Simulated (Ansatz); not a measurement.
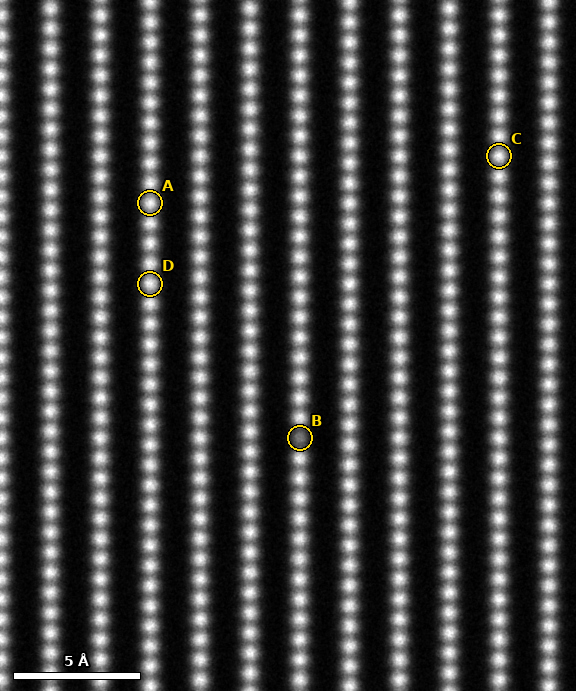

HAADF-like image of Co (P6_3/mmc, No. 194) along [310]. Simulation: incoherent imaging, intensity Z^1.6 per atom, probe width 0.55 Å, thin sample. The probe carries 25 % of its weight in a tail 2.5 times as wide. Shot noise was added.

The sample is 2 repeats (13.0 Å) thick. One point defect was put into the perfect crystal, without relaxing the atoms around it. Brightness is counted from the darkest point of the image. Host structure: the end point of a relaxation with Ansatz, DFT, m-r2SCAN, plane waves (500 eV) with PAW, scalar-relativistic; the starting structure was generated, so it need not be a known form of this composition.

### Which ringed column holds the defect, and does it scatter more or less than its equals?

B; it scatters less. The column holds 2 atoms (Co) through the sample, and one Co atom is missing, so its peak drops to about 50 % of that of its equals.
